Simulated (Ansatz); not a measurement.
# A ladder of methods for SiH4 (silane)

SiH4: 5 atoms, total charge 0, spin state singlet. As SMILES, `[SiH4]`. Geometry: relaxed at PBE0-D4/def2-TZVP.

```xyz
5

Si    0.0000    0.0000   -0.0001
H     0.9676   -0.6884    0.8909
H    -1.3310    0.0449    0.6560
H    -0.1051   -0.7403   -1.2826
H     0.4685    1.3838   -0.2642
```

Quantity: the energy change with the Si1–H2 bond stretched from 1.485 to 3.711 Å, in eV. The values are calculated.

| level | kind | program | value (eV) | less FCI/3-21G | CPU time (all runs) |
| --- | --- | --- | --- | --- | --- |
| PBE/3-21G (restricted) | GGA | Ansatz | 4.63 | +1.24 | 1.5 s |
| r2SCAN/3-21G (restricted) | meta-GGA | Ansatz | 4.93 | +1.54 | 3.5 s |
| B3LYP/3-21G (restricted) | global hybrid | Ansatz | 4.98 | +1.59 | 1.7 s |
| HSE06/3-21G (restricted) | range-separated hybrid | Ansatz | 5.14 | +1.75 | 1.9 s |
| wB97M-V/3-21G (restricted) | range-separated hybrid | Ansatz | 5.61 | +2.22 | 22 s |
| B2PLYP/3-21G (restricted) | double hybrid | Ansatz | 4.85 | +1.46 | 2.1 s |
| RPA@PBE/3-21G (restricted) | RPA | Ansatz | 3.97 | +0.58 | 2.2 s |
| BCCD(T)/3-21G (restricted) | coupled cluster or CI | Ansatz | 3.37 | -0.02 | 0.35 s |
| FCI/3-21G | exact in the basis | Ansatz | 3.39 | 0.00 | 20 s |

FCI/3-21G is exact within its basis and frozen core, so for wave-function methods in that basis the difference is their error; functionals converge differently with the basis, so for them it is only a difference. The first shape isn't each level's own minimum. The values span 3.37 to 5.61 eV. All rows use very small basis sets, so none should be taken for the real molecule's value. CPU times are rough (shared hosts, several kinds of processor): they show what a rung costs within a factor of a few.

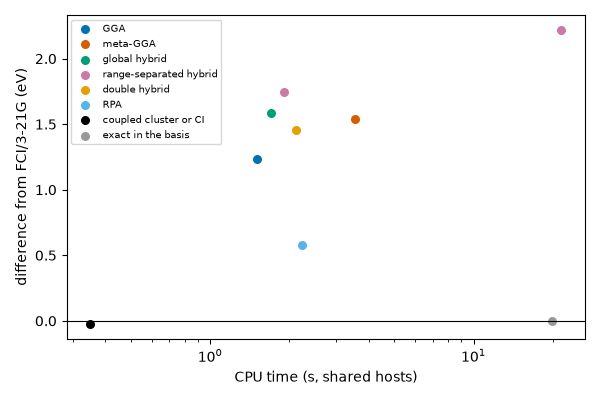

Difference from FCI/3-21G against processor time, one point a level.
